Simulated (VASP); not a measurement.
Band structure of FePt (L1_0). Computed with PW91 GGA, VASP's PBE PAW potentials (set 64) (plane waves; VASP).

Unless said otherwise, spin-orbit coupling is left out, though it shifts the bands of the heavy elements here.

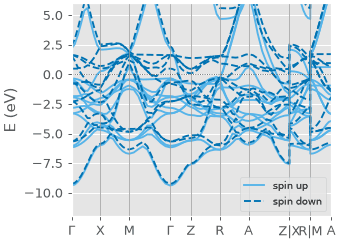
Bands along high-symmetry lines, zero at the valence-band maximum or, without a gap, the Fermi level

Read the plot: is there a gap, and where are the band edges?

It has no gap at this level: it comes out as a metal or semimetal. (Edges off the drawn lines would not show.)

The compound is FePt in the L1_0 structure. It was relaxed first.
